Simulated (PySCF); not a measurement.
Vertical excitations of a molecule CH₈ClNSi₃ from TDA-PBE/def2-SVPD in PySCF, as energy in eV (oscillator strength): 5.11 (0.007), 5.38 (0.014), 5.68 (0.015), 5.74 (0.068), 5.85 (0.011), 5.89 (0.001). Lowest triplet (TDA): 4.57 eV. Coordinates come from a PBE0-D3(BJ)/def2-SVP optimisation. Other conformers were not sampled.

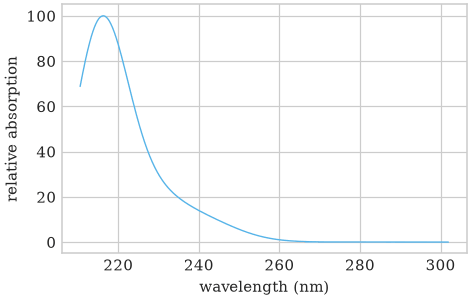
Fig. 1. The lines broadened by 0.4 eV.

Q: Pick the molecule that these values belong to.
A) N[Si]1(Cl)[SiH2]C[SiH2]1
B) CN1[SiH2][SiH2][Si@@H]1Cl
C) N[Si@@]1(Cl)C[SiH2][SiH2]1
D) N[C@H]1[SiH2][SiH2][Si@H]1Cl

A: C, N[Si@@]1(Cl)C[SiH2][SiH2]1
